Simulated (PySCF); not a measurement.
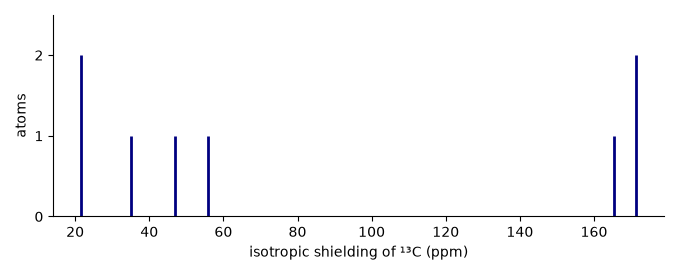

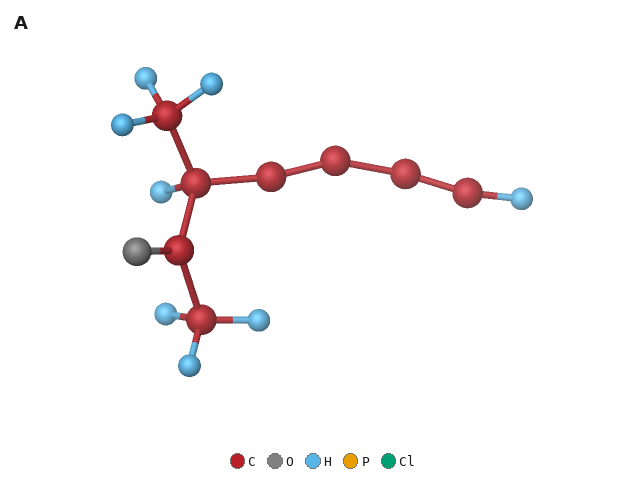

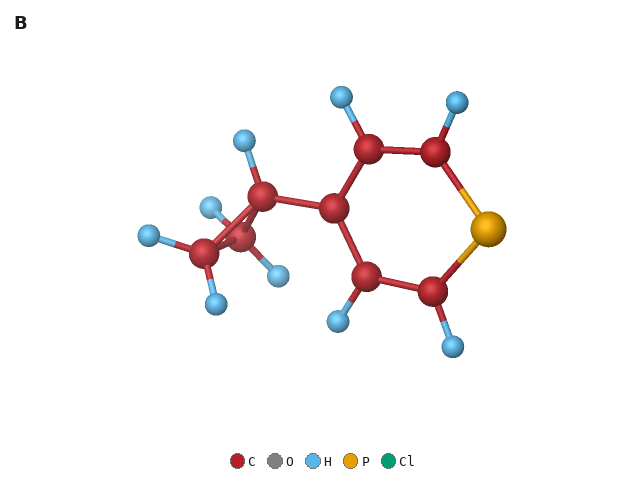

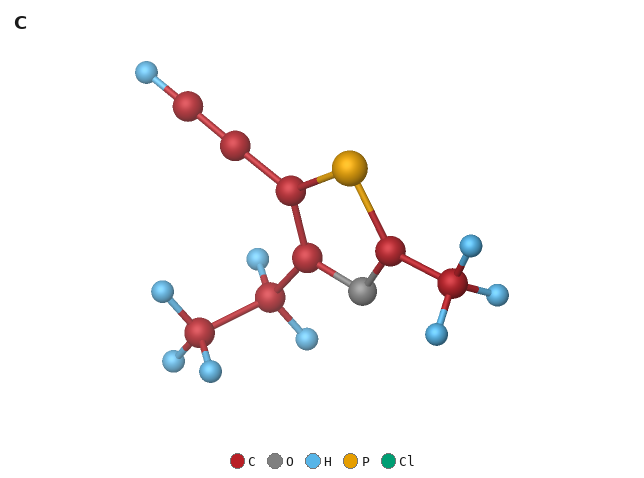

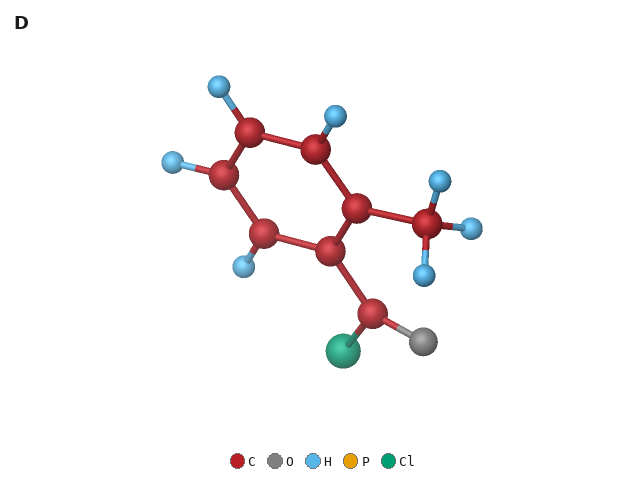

The sticks are computed shieldings of one of the molecules, for one fixed geometry (GFN2-xTB) without averaging over rotations. Low shielding means a high chemical shift. Method: GIAO PBE0/pcSseg-1 NMR shielding, non-relativistic, gas phase (PySCF 2.14.0).

Match the spectrum to a structure.

Answer. B, `c1cc(C2CC2)ccp1`. Its 8 C atoms give lines at 21.6 (2 atoms), 35.2, 47.0, 55.8, 165.5, 171.4 (2 atoms) ppm.

The geometry is semi-empirical. Around P such bond lengths and angles can be off by a tenth of an ångström or more and by several degrees, and values that hang on the shape move with them.
